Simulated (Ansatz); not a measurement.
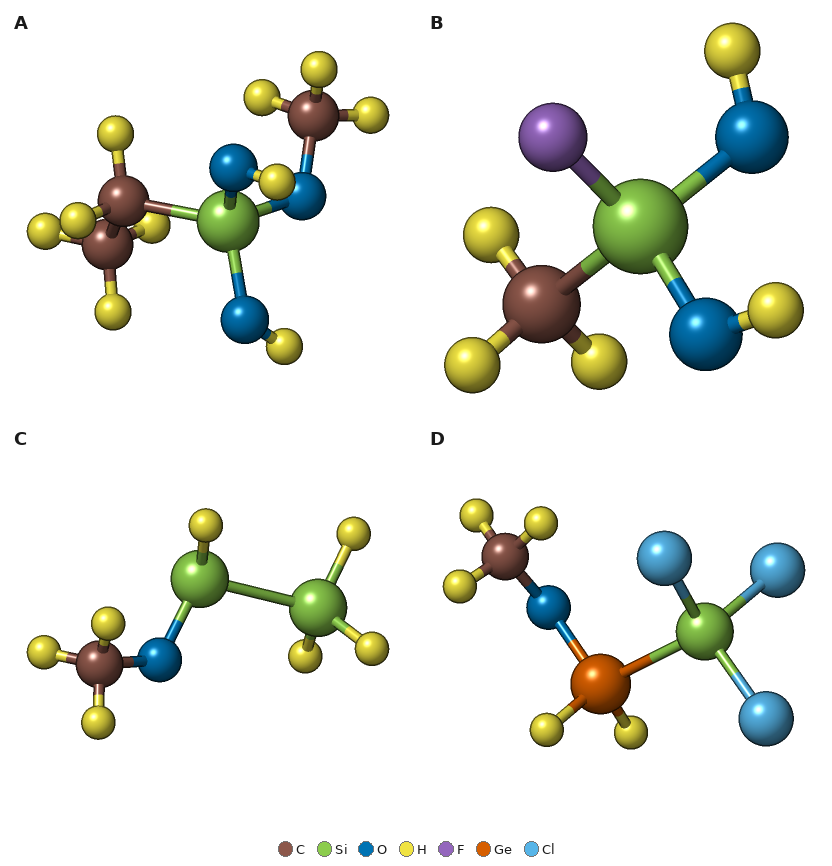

Source: calculation with Ansatz.

### Match each picture to its SMILES.
(1) C[O][GeH2][Si](Cl)(Cl)Cl
(2) CC[Si](O)(O)OC
(3) CO[SiH][SiH3]
(4) C[Si](O)(O)F

A is (2), B is (4), C is (3), D is (1).
